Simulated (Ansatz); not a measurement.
**How Al(111) screens a field**

Wanted: the response of a Al(111) slab to a perpendicular field.

Main program and level: Ansatz 0.2.0; plane-wave DFT, r2SCAN, Ansatz PAW.

## Step 1: Starting point

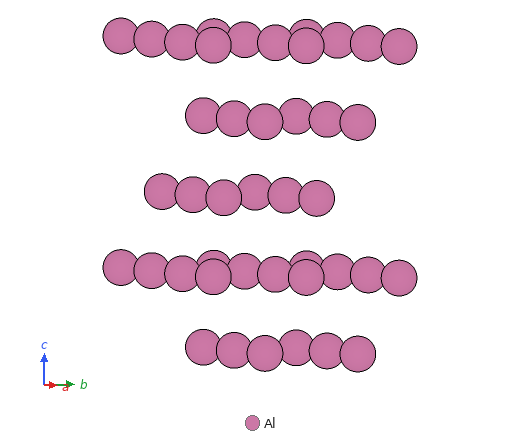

The cell as given, from the side, with the c axis up (aluminium pink). 3×2×1 cells are drawn. Some periodic images of atoms are drawn too.

The cell holds 5 atoms: 5 Al. Its edges and angles: a = 2.864 Å, b = 2.864 Å, c = 27.353 Å, α = 90.0°, β = 90.0°, γ = 60.0°. Vacuum lies along c.

## Step 2: Single point, field 0

A sawtooth potential applies the field, turning back in the middle of the vacuum. With the dipole correction the typed value is the field outside the slab. The induced dipole is small, so the SCF threshold is tight.

input.yaml reads:

```yaml
crystal:
  lattice:
    - [2.8637824638, 0.0, 0.0]
    - [1.4318912319, 2.4801083646, 0.0]
    - [0.0, 0.0, 27.3530743609]
  atoms:
    - { symbol: Al, position: [0.6666666667, 0.6666666667, 0.329030656] }
    - { symbol: Al, position: [0.0, 0.0, 0.414515328] }
    - { symbol: Al, position: [0.3333333333, 0.3333333333, 0.5] }
    - { symbol: Al, position: [0.6666666667, 0.6666666667, 0.585484672] }
    - { symbol: Al, position: [0.0, 0.0, 0.670969344] }
kpoints:
  mp_grid: { grid: [24, 24, 1] }
hamiltonian:
  xc: r2scan
scf:
  occupations: { method: fermi_dirac, width: 0.1 }
  convergence: { dr2_threshold: 1.0e-10 }
efield:
  axis: 3
  dipole_correction: true
  ramp_position: 0.97
  ramp_width: 0.06
  amplitude: 0
output:
  forces: true
  write_potential: true
  write_density: true
  volumetric_format: npy
```

On the command line:

```sh
$ ansatz run input.yaml --threads 2 --pin off --max-ram 3072MiB --backend cpu --events-out ev --progress --plain --runs-dir out
```

Numbers of over 12 decimals in the logs are rounded to 6 here.

The program printed:

```text
Engine: ansatz 0.2.0, x86_64-unknown-linux-gnu
Pseudopotentials: kind: paw
Pseudopotential: Al, paw, valence charge 3, recommended cutoff 500 eV (meta_gga), Al.paw.azcp
Functional definition: r2SCAN
  parameter k0 = 0.174
  parameter k1 = 0.065
  parameter a1 = 4.9479
  exchange = r2scan_x(k0 = k0, k1 = k1, a1 = a1)
  correlation = r2scan_c
Crystal: 5 atoms, lattice volume = 194.275 Å³
Basis set: ecut = 500 eV, 4923 PW (Γ), exchange–correlation on 96×96×800 points (64 copies of the dense FFT grid, shifted against one another)
Bands: 13, of which v1, the nominal top of the filled ones, is band 8 counted from 1 (7 counted from 0)
Symmetry: 6 space group operations
k-points: 61 of 576 (time reversal used)
Non-local potential: Al, projectors of the file, l = 0: 2, l = 1: 2, l = 2: 1
PAW form: soft (Blöchl's): semilocal exchange-correlation on the pseudo side does not see the compensation charge
PAW frozen core: Al, regenerated for the run's functional (the file was generated under x = pbe(κ = 0.804, μ = 0.219515), c = pbe(β = 0.066725))
PAW one-centre angular grid: Al, 302 points (default); XC on 160 Gauss nodes
Initial density: superposition of atomic densities (neutral atoms: chi_scale 0, normalization atom), corrected by the library's trained network
Initial wavefunctions: pseudopotential atomic-orbital guess
Functional: x = r2scan, c = r2scan; τ floored in thin density (d = 2e-4 eV/Å³)
SCF iter   1: F=—  HF=-2701.170519 eV  |F-HF|=—  |Δ(HF+E_count)|=         —  Δρ=2.33e-3  dr2=2.50e-2  dr2_τ=1.81e-2  ethr=1.77e-3  p=0.000 e·Å  D=1.61e-14 V/Å  ΔV_dip=-0.00 eV  dr2_dipole=2.18e-8  V_vac-E_F(+/−)=3.95/3.95 eV  ⟨swp⟩=8.8  Hψ=6585  notcnv=0
efield: sawtooth ramp at fractional position 0.9700 (set: `efield.ramp_position`, or a place that a band, a saddle search or an elastic batch's reference lends), width 0.0600; the density the first Hamiltonian is built on has a dipole p = 0.000 e·Å; the dipole correction subtracts the counter field D = 1.61e-14 V/Å, which shifts the + side's vacuum level by -0.00 eV against the − side's; the planar-averaged density in the ramp window peaks in size at 8.0e-6 e/Å³
preconditioner: auto → LDOS  [metal: Δε(μ)=0.058 eV  Ē_g=7.174 eV  σ=0.100 eV  W_gap=0.14  n_scr=14 (ndim 8)  ℏωp=10.3 eV  f_vac=0.480  D(μ)=2.17/eV (n_scr^D=12)  β→1.0]
SCF iter   2: F=—  HF=-2701.204450 eV  |F-HF|=—  |Δ(HF+E_count)|=   3.39e-2  Δρ=7.68e-4  dr2=1.20e-3  dr2_τ=5.76e-6  ethr=1.67e-4  p=-0.000 e·Å  D=-9.31e-7 V/Å  ΔV_dip=0.00 eV  dr2_dipole=1.48e-8  V_vac-E_F(+/−)=4.13/4.13 eV  ⟨swp⟩=2.7  Hψ=2071  notcnv=0  defer=18
SCF iter   3: F=—  HF=-2701.204714 eV  |F-HF|=—  |Δ(HF+E_count)|=   2.64e-4  Δρ=1.40e-4  dr2=7.36e-5  dr2_τ=3.22e-7  ethr=7.97e-6  p=0.000 e·Å  D=3.69e-6 V/Å  ΔV_dip=-0.00 eV  dr2_dipole=5.95e-10  V_vac-E_F(+/−)=4.15/4.15 eV  ⟨swp⟩=2.4  Hψ=1320  notcnv=0  defer=18
SCF iter   4: F=—  HF=-2701.204753 eV  |F-HF|=—  |Δ(HF+E_count)|=   3.83e-5  Δρ=4.50e-5  dr2=6.84e-6  dr2_τ=3.82e-8  ethr=4.90e-7  p=0.000 e·Å  D=3.48e-7 V/Å  ΔV_dip=-0.00 eV  dr2_dipole=4.18e-11  V_vac-E_F(+/−)=4.16/4.16 eV  ⟨swp⟩=2.5  Hψ=1328  notcnv=0  defer=18
SCF iter   5: F=—  HF=-2701.204757 eV  |F-HF|=—  |Δ(HF+E_count)|=   4.81e-6  Δρ=1.43e-5  dr2=5.57e-7  dr2_τ=2.27e-9  ethr=4.56e-8  p=0.000 e·Å  D=1.10e-7 V/Å  ΔV_dip=-0.00 eV  dr2_dipole=3.70e-11  V_vac-E_F(+/−)=4.16/4.16 eV  ⟨swp⟩=2.7  Hψ=1297  notcnv=0  defer=18
SCF iter   6: F=—  HF=-2701.204741 eV  |F-HF|=—  |Δ(HF+E_count)|=   1.69e-5  Δρ=4.44e-6  dr2=4.14e-8  dr2_τ=1.76e-10  ethr=3.71e-9  p=-0.000 e·Å  D=-1.92e-8 V/Å  ΔV_dip=0.00 eV  dr2_dipole=9.80e-14  V_vac-E_F(+/−)=4.16/4.16 eV  ⟨swp⟩=2.6  Hψ=1304  notcnv=0  defer=18
SCF iter   7: F=—  HF=-2701.204741 eV  |F-HF|=—  |Δ(HF+E_count)|=   4.17e-8  Δρ=6.59e-7  dr2=1.03e-9  dr2_τ=2.90e-12  ethr=2.76e-10  p=0.000 e·Å  D=2.79e-8 V/Å  ΔV_dip=-0.00 eV  dr2_dipole=3.79e-13  V_vac-E_F(+/−)=4.16/4.16 eV  ⟨swp⟩=2.8  Hψ=1312  notcnv=0  defer=18
iter 8 met the thresholds in force, and the SCF goes on: an eigenvalue changes by 1.36 meV, over its tolerance of 1.01 meV (output.eigenvalues, Limitations)
SCF iter   8: F=-2701.204741 eV  HF=-2701.204741 eV  |F-HF|=4.37e-11  |Δ(HF+E_count)|=   1.41e-9  Δρ=4.77e-8  dr2=8.56e-12  dr2_τ=3.29e-14  ethr=1.00e-12  p=-0.000 e·Å  D=-2.85e-8 V/Å  ΔV_dip=0.00 eV  dr2_dipole=7.30e-14  V_vac-E_F(+/−)=4.16/4.16 eV  ⟨swp⟩=11.4  Hψ=5523  notcnv=0
SCF iter   9: F=-2701.204741 eV  HF=-2701.204741 eV  |F-HF|=4.09e-12  |Δ(HF+E_count)|=  3.96e-11  Δρ=1.63e-8  dr2=1.58e-12  dr2_τ=5.97e-15  ethr=1.00e-12  p=0.000 e·Å  D=1.41e-8 V/Å  ΔV_dip=-0.00 eV  dr2_dipole=2.37e-14  V_vac-E_F(+/−)=4.16/4.16 eV  ⟨swp⟩=5.8  Hψ=3958  notcnv=0
SCF 1 converged in 9 iterations: F = -2701.204741 eV  dr2 = 1.58e-12
  greatest PAW one-centre occupation: 0.453 electrons in one spin orbital (limit 2), on the Al atom at site 0 (counted from 0), in its partial waves of l = 0
WARN: The output density's exchange-correlation potential varies sharply where the density is thin. Do not read a vacuum level from v_tot or v_xc, or from such a field of the output density. On a cell that repeats whose density bears no net charge and no dipole along the vacuum's axis use v_es (v_loc + v_h of the components); under efield.dipole_correction with no amplitude use v_es + v_field, which holds any externa [...]
SCF converged after 9 iterations
an eigenvalue changed by more than its tolerance at an iteration that met the thresholds in force, so the SCF went on 1 time: the last check found none over its tolerance
Free energy (F): -2701.204741 eV
Harris-Foulkes:  -2701.204741 eV  (|F-HF|=4.09e-12)
Internal energy: -2701.133515 eV  (E = F + TS)
E sigma→0 (E₀):  -2701.169128 eV
Entropy (-TS):   -0.071226 eV (-14.245 meV/atom)
Fermi energy:    1.038799 eV
Dipole field:    D = 0.000000 V/Å  (p = 0.000000 e·Å, saw-weighted, corrected)
Work function:   Φ+ = 4.1643 eV   Φ− = 4.1644 eV
Levels:          The Fermi level and band energies are counted from a zero that moves with the ramp; work functions are not
--- Per-component energies (eV) ---
  E_band       = -51.477155
  E_kinetic    = 110.658421
  E_local      = -4258.560133  (includes V_loc(G=0)·N_el)
  E_nonlocal   = 48.178811
  E_hartree    = 2105.404490
  E_xc         = -180.811180
  E_vxc        = -151.956648  (∫ρ·V_xc dr)
  E_paw        = -2365.121947  (= ΣΔE_a)
  E_vpaw       = -16.660834  (= ΣTr[D̂ρ^β])
  E_aug_tail   = -0.000004  (compensation charges beyond the density's cutoff)
  E_vtau       = 6.054220  (kinetic-family band-sum trace: ∫τ·v_τ [+ j·A + Jᵃ·Aᵃ] dr)
  E_efield     = 0.000000  (sawtooth field / dipole correction)
  E_vefield    = 0.000000  (∫n·V_field dr)
  E_ewald      = 1839.418566
  E_core_change = -0.300540  (= ΣΔE_core)
  E_smearing   = -0.071226  (= −TS)
  E_closure    = -0.000000  (closes the sum)
  Σ components = -2701.204741   (vs F -2701.204741, Δ=0.00e0)
--- Forces (eV/Å), atoms counted from 1 ---
  atom   1  Al     0.00000000     0.00000000     0.05038012
  atom   2  Al     0.00000000     0.00000000     0.06842514
  atom   3  Al     0.00000000     0.00000000     0.00000047
  atom   4  Al    -0.00000000    -0.00000000    -0.06842604
  atom   5  Al     0.00000000    -0.00000000    -0.05037962
  max |Σ_I F_I| component: 6.87e-8 eV/Å
--- Band table (eV; the first three rows and the last of 61) ---
  k-point 0: bands = [... 4 lower, -4.8772, -2.8436, -0.1931, 2.3650, 4.3662, 5.2829, 5.4160, 6.6803, ... 1 higher]
  k-point 1: bands = [... 4 lower, -4.8338, -2.8016, -0.1516, 2.4055, 4.4068, 5.3244, 5.4577, 6.7198, ... 1 higher]
  k-point 2: bands = [... 4 lower, -4.7035, -2.6756, -0.0273, 2.5261, 4.5277, 5.4484, 5.5823, 6.8364, ... 1 higher]
  k-point 60: bands = [... 4 lower, -1.4854, -1.4854, -0.6464, -0.6464, -0.0871, 0.7071, 1.8952, 1.8952, ... 1 higher]
```

Wall time 16 s (2 threads of Intel Xeon Platinum 8488C (Sapphire Rapids), shared host); peak memory 0.92 GiB; 31 s of CPU time.

The column dr2 measures how far the density is from self-consistency, as an energy; F and HF (Harris–Foulkes) agree once it is small.

Numbers from this step:

| Property | Result |
| --- | --- |
| energy at zero smearing | -2701.1691 eV |
| work function, upper face | 4.164 eV |
| dipole along the normal | 2.41e-7 e·Å |

Running mean over 2.338 Å of the planar mean; the ramp of the sawtooth is left out. Table of electron's electrostatic potential energy less the Fermi level by z:

| z (Å) | electron's electrostatic potential energy less the Fermi level (eV) |
| --- | --- |
| 4 | 4.16 |
| 6 | 4.07 |
| 8 | -1.32 |
| 10 | -4.59 |
| 12 | -4.62 |
| 14 | -4.61 |
| 16 | -4.61 |
| 18 | -4.55 |
| 20 | 1.76 |
| 22 | 4.15 |
| 24 | 4.16 |

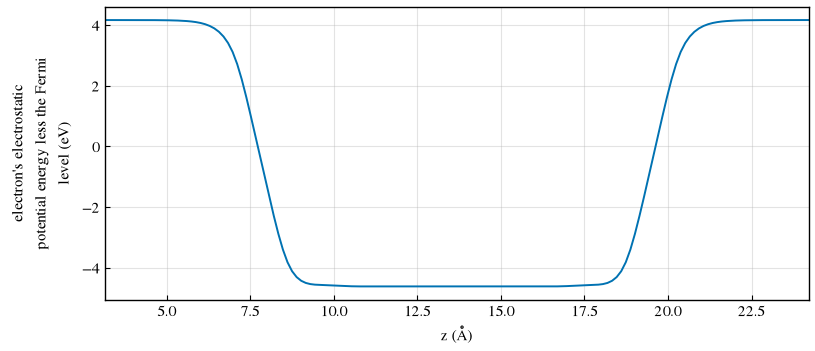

Electron's electrostatic potential energy less the Fermi level against z.

Force by atom:

| atom | x (eV/Å) | y (eV/Å) | z (eV/Å) | size |
| --- | --- | --- | --- | --- |
| Al1 | 0.0000 | 0.0000 | 0.0504 | 0.0504 |
| Al2 | 0.0000 | 0.0000 | 0.0684 | 0.0684 |
| Al3 | 0.0000 | 0.0000 | 0.0000 | 0.0000 |
| Al4 | 0.0000 | 0.0000 | -0.0684 | 0.0684 |
| Al5 | 0.0000 | 0.0000 | -0.0504 | 0.0504 |

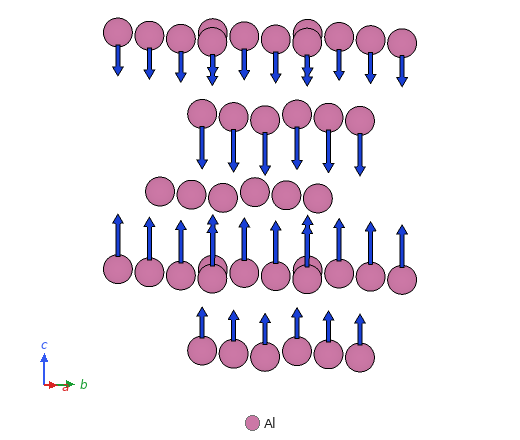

Force as arrows, the longest 0.0684 eV/Å. 3×2×1 cells are drawn. Some periodic images of atoms are drawn too.

The work function of the upper face is 4.16 eV.

## Step 3: Atoms held, field 0.05 V/Å

Edit input.yaml of step 2 so:

```diff
@@ -23,3 +23,3 @@
   ramp_width: 0.06
-  amplitude: 0
+  amplitude: 0.05
 output:
```

The program printed:

```text
[...]
Crystal: 5 atoms, lattice volume = 194.275 Å³
Basis set: ecut = 500 eV, 4923 PW (Γ), exchange–correlation on 96×96×800 points (64 copies of the dense FFT grid, shifted against one another)
Bands: 13, of which v1, the nominal top of the filled ones, is band 8 counted from 1 (7 counted from 0)
Symmetry: 6 space group operations
k-points: 61 of 576 (time reversal used)
[...]
k-point 0: bands = [... 4 lower, -4.8774, -2.8437, -0.1933, 2.3646, 4.3590, 5.2239, 5.4587, 6.6679, ... 1 higher]
  k-point 1: bands = [... 4 lower, -4.8339, -2.8017, -0.1518, 2.4050, 4.3997, 5.2654, 5.5004, 6.7074, ... 1 higher]
  k-point 2: bands = [... 4 lower, -4.7037, -2.6757, -0.0275, 2.5257, 4.5207, 5.3894, 5.6249, 6.8240, ... 1 higher]
  k-point 60: bands = [... 4 lower, -1.4857, -1.4855, -0.6466, -0.6465, -0.0872, 0.7070, 1.8943, 1.8958, ... 1 higher]
[key lines of the parts left out:]
SCF converged after 10 iterations
Free energy (F): -2701.205370 eV
Fermi energy:    1.038638 eV
Dipole field:    D = 0.023436 V/Å  (p = 0.025161 e·Å, saw-weighted, corrected)
```

Elapsed: 16 s, on 2 threads; peak memory 0.92 GiB.

The dipole is 0.0252 e·Å.

## Step 4: Atoms held, field -0.05 V/Å

Edit input.yaml of step 3 so:

```diff
@@ -23,3 +23,3 @@
   ramp_width: 0.06
-  amplitude: 0.05
+  amplitude: -0.05
 output:
```

The program printed:

```text
[...]
Crystal: 5 atoms, lattice volume = 194.275 Å³
Basis set: ecut = 500 eV, 4923 PW (Γ), exchange–correlation on 96×96×800 points (64 copies of the dense FFT grid, shifted against one another)
Bands: 13, of which v1, the nominal top of the filled ones, is band 8 counted from 1 (7 counted from 0)
Symmetry: 6 space group operations
k-points: 61 of 576 (time reversal used)
[...]
k-point 0: bands = [... 4 lower, -4.8774, -2.8437, -0.1933, 2.3646, 4.3590, 5.2239, 5.4587, 6.6679, ... 1 higher]
  k-point 1: bands = [... 4 lower, -4.8339, -2.8017, -0.1518, 2.4050, 4.3997, 5.2654, 5.5004, 6.7074, ... 1 higher]
  k-point 2: bands = [... 4 lower, -4.7037, -2.6757, -0.0275, 2.5257, 4.5207, 5.3894, 5.6249, 6.8240, ... 1 higher]
  k-point 60: bands = [... 4 lower, -1.4857, -1.4855, -0.6466, -0.6465, -0.0872, 0.7070, 1.8943, 1.8958, ... 1 higher]
[key lines of the parts left out:]
SCF converged after 10 iterations
Free energy (F): -2701.205370 eV
Fermi energy:    1.038638 eV
Dipole field:    D = -0.023436 V/Å  (p = -0.025161 e·Å, saw-weighted, corrected)
```

The job ended after 17 s (2 threads; peak memory 0.92 GiB; 33 s of CPU time).

The dipole is -0.0252 e·Å.

## Step 5: Single point, field 0.1 V/Å

Edit input.yaml of step 4 so:

```diff
@@ -23,3 +23,3 @@
   ramp_width: 0.06
-  amplitude: -0.05
+  amplitude: 0.1
 output:
```

The program printed:

```text
[...]
Crystal: 5 atoms, lattice volume = 194.275 Å³
Basis set: ecut = 500 eV, 4923 PW (Γ), exchange–correlation on 96×96×800 points (64 copies of the dense FFT grid, shifted against one another)
Bands: 13, of which v1, the nominal top of the filled ones, is band 8 counted from 1 (7 counted from 0)
Symmetry: 6 space group operations
k-points: 61 of 576 (time reversal used)
[...]
k-point 0: bands = [... 4 lower, -4.8778, -2.8442, -0.1938, 2.3632, 4.3368, 5.1175, 5.5178, 6.6470, ... 1 higher]
  k-point 1: bands = [... 4 lower, -4.8344, -2.8022, -0.1523, 2.4037, 4.3775, 5.1589, 5.5594, 6.6865, ... 1 higher]
  k-point 2: bands = [... 4 lower, -4.7042, -2.6762, -0.0280, 2.5243, 4.4989, 5.2825, 5.6838, 6.8029, ... 1 higher]
  k-point 60: bands = [... 4 lower, -1.4862, -1.4859, -0.6472, -0.6469, -0.0877, 0.7065, 1.8931, 1.8961, ... 1 higher]
[key lines of the parts left out:]
SCF converged after 10 iterations
Free energy (F): -2701.207257 eV
Fermi energy:    1.038156 eV
Dipole field:    D = 0.046873 V/Å  (p = 0.050325 e·Å, saw-weighted, corrected)
```

Wall time 16 s (2 threads); peak memory 0.91 GiB.

The dipole is 0.0503 e·Å.

## Step 6: Single point, field -0.1 V/Å

Edit input.yaml of step 5 so:

```diff
@@ -23,3 +23,3 @@
   ramp_width: 0.06
-  amplitude: 0.1
+  amplitude: -0.1
 output:
```

The program printed:

```text
[...]
Crystal: 5 atoms, lattice volume = 194.275 Å³
Basis set: ecut = 500 eV, 4923 PW (Γ), exchange–correlation on 96×96×800 points (64 copies of the dense FFT grid, shifted against one another)
Bands: 13, of which v1, the nominal top of the filled ones, is band 8 counted from 1 (7 counted from 0)
Symmetry: 6 space group operations
k-points: 61 of 576 (time reversal used)
[...]
k-point 0: bands = [... 4 lower, -4.8778, -2.8442, -0.1938, 2.3632, 4.3368, 5.1175, 5.5178, 6.6470, ... 1 higher]
  k-point 1: bands = [... 4 lower, -4.8344, -2.8022, -0.1523, 2.4037, 4.3775, 5.1589, 5.5594, 6.6865, ... 1 higher]
  k-point 2: bands = [... 4 lower, -4.7042, -2.6762, -0.0280, 2.5243, 4.4989, 5.2825, 5.6838, 6.8029, ... 1 higher]
  k-point 60: bands = [... 4 lower, -1.4862, -1.4859, -0.6472, -0.6469, -0.0877, 0.7065, 1.8931, 1.8961, ... 1 higher]
[key lines of the parts left out:]
SCF converged after 10 iterations
Free energy (F): -2701.207257 eV
Fermi energy:    1.038156 eV
Dipole field:    D = -0.046873 V/Å  (p = -0.050325 e·Å, saw-weighted, corrected)
```

It took 16 s on 2 threads; peak memory 0.92 GiB.

The dipole is -0.0503 e·Å.

## Step 7: Atoms held, field 0.2 V/Å

Edit input.yaml of step 6 so:

```diff
@@ -23,3 +23,3 @@
   ramp_width: 0.06
-  amplitude: -0.1
+  amplitude: 0.2
 output:
```

The program printed:

```text
[...]
Crystal: 5 atoms, lattice volume = 194.275 Å³
Basis set: ecut = 500 eV, 4923 PW (Γ), exchange–correlation on 96×96×800 points (64 copies of the dense FFT grid, shifted against one another)
Bands: 13, of which v1, the nominal top of the filled ones, is band 8 counted from 1 (7 counted from 0)
Symmetry: 6 space group operations
k-points: 61 of 576 (time reversal used)
[...]
k-point 0: bands = [... 4 lower, -4.8797, -2.8461, -0.1960, 2.3576, 4.2355, 4.8834, 5.5811, 6.6235, ... 1 higher]
  k-point 1: bands = [... 4 lower, -4.8362, -2.8041, -0.1545, 2.3981, 4.2767, 4.9244, 5.6225, 6.6629, ... 1 higher]
  k-point 2: bands = [... 4 lower, -4.7060, -2.6781, -0.0302, 2.5188, 4.3996, 5.0469, 5.7462, 6.7790, ... 1 higher]
  k-point 60: bands = [... 4 lower, -1.4883, -1.4877, -0.6493, -0.6487, -0.0896, 0.7046, 1.8898, 1.8956, ... 1 higher]
[key lines of the parts left out:]
SCF converged after 10 iterations
Free energy (F): -2701.214806 eV
Fermi energy:    1.036218 eV
Dipole field:    D = 0.093764 V/Å  (p = 0.100667 e·Å, saw-weighted, corrected)
```

Elapsed: 16 s, on 2 threads; peak memory 0.92 GiB.

The dipole is 0.101 e·Å.

## Step 8: Single point, field -0.2 V/Å

Edit input.yaml of step 7 so:

```diff
@@ -23,3 +23,3 @@
   ramp_width: 0.06
-  amplitude: 0.2
+  amplitude: -0.2
 output:
```

The program printed:

```text
[...]
Crystal: 5 atoms, lattice volume = 194.275 Å³
Basis set: ecut = 500 eV, 4923 PW (Γ), exchange–correlation on 96×96×800 points (64 copies of the dense FFT grid, shifted against one another)
Bands: 13, of which v1, the nominal top of the filled ones, is band 8 counted from 1 (7 counted from 0)
Symmetry: 6 space group operations
k-points: 61 of 576 (time reversal used)
[...]
k-point 0: bands = [... 4 lower, -4.8797, -2.8461, -0.1960, 2.3576, 4.2355, 4.8833, 5.5810, 6.6235, ... 1 higher]
  k-point 1: bands = [... 4 lower, -4.8362, -2.8041, -0.1545, 2.3981, 4.2767, 4.9244, 5.6225, 6.6628, ... 1 higher]
  k-point 2: bands = [... 4 lower, -4.7060, -2.6781, -0.0302, 2.5188, 4.3996, 5.0469, 5.7462, 6.7790, ... 1 higher]
  k-point 60: bands = [... 4 lower, -1.4883, -1.4877, -0.6493, -0.6487, -0.0896, 0.7046, 1.8898, 1.8956, ... 1 higher]
[key lines of the parts left out:]
SCF converged after 10 iterations
Free energy (F): -2701.214806 eV
Fermi energy:    1.036218 eV
Dipole field:    D = -0.093764 V/Å  (p = -0.100667 e·Å, saw-weighted, corrected)
```

Elapsed: 15 s, on 2 threads; peak memory 0.92 GiB.

The dipole is -0.101 e·Å.

(Continued in part 2 of 2.)

[Logs are printed without paths, hosts, clocks, repeated set-up lines and the standing remarks that a program may print on its own settings, such as how far it seeks lower states.]

[Hosts, paths, dates, database ids (printed as entryN), source tags and the programs' standing remarks are cut or masked in the printed files.]

[Maps of the electrostatic potential energy from Ansatz leave out the sawtooth potential of an applied field or a dipole correction, so their vacuum need not be flat; planar profiles and work functions include it.]
